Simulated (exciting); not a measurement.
Consider Na2TiO3, space group Immm.

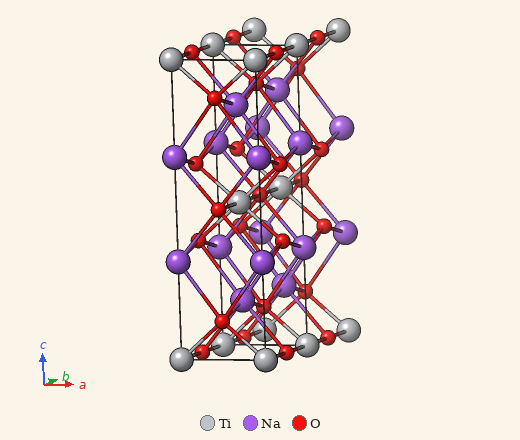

The structure (titanium light grey, sodium purple, oxygen red). 1×2×1 conventional cells are drawn. Some periodic images of atoms are drawn too.

```xyz
6
Lattice="-1.5142 2.1264 5.1260 1.5142 -2.1264 5.1260 1.5142 2.1264 -5.1260" Properties=species:S:1:pos:R:3 pbc="T T T"
Ti    0.0000    0.0000    0.0000
Na    0.0000    0.0000    3.3394
Na    0.0000    0.0000    6.9127
O     0.0000    2.1264    0.0000
O     0.0000    2.1264    3.8138
O     1.5142    0.0000    1.3123
```

Absorber: atom 1, with 4 O at 2.00 Å and 2 O at 2.13 Å (distorted octahedral, site symmetry mmm). Method: exciting, all-electron LAPW+lo, LDA, spinor conduction states, exchange and screened direct term (singlet BSE), 2×2×2 shifted k points, 16 conduction spinor bands, |G+q| up to 4.5 bohr⁻¹ (4.6 in the exchange term), full RPA screening with nempty = 54, Lorentzian half width 0.25 eV.

Q: What does the Ti L₂,₃ spectrum look like, and is there a bound core exciton?

Bound core exciton? Yes on this mesh: the first bright state (over 5 % of the brightest) lies at -2.88 eV from the Kohn–Sham onset and at -3.55 eV from the lowest bare transition of its own mesh; weaker or dark states reach down to -3.65 eV. Maxima (height): -2.8 eV (0.65), -0.8 eV (1.00), 2.8 eV (0.80) and 4.8 eV (0.81).

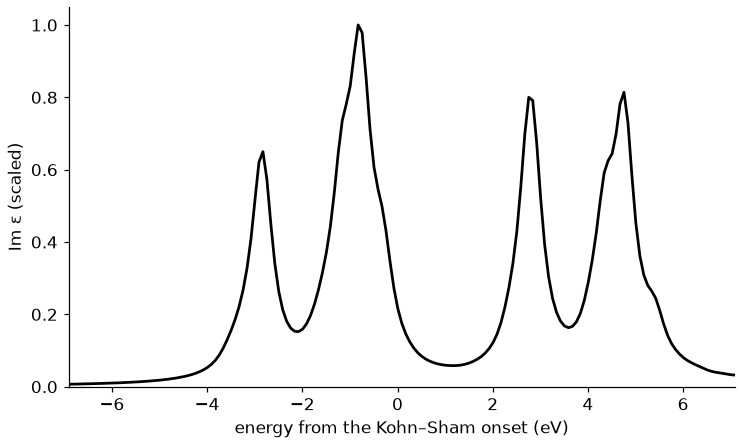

Energy from the Kohn–Sham onset, core level to the lowest empty state found on the meshes used; Im ε in relative units.

With 8 k points the binding energies are rough, and the weak maxima beyond the white lines are largely noise of the mesh. The multiplet shape isn't converged in the kernel cutoffs, and the cutoff of the direct term wasn't varied. Measured L₃ and L₂ lines of such d⁰ ions are about equally strong. The zero comes from the unshifted 2×4×4 ground-state mesh; it is exact only where the band minimum lies on that mesh. The structure is a Materials Project entry, computed there, and may be a hypothetical form.

[Banner, clock and machine lines of the logs are left out without a mark of their own.]

[Logs are printed without paths, hosts, clocks, repeated set-up lines and the standing remarks that a program may print on its own settings, such as how far it seeks lower states.]

[Hosts, paths, dates, database ids (printed as entryN), source tags and the programs' standing remarks are cut or masked in the printed files.]
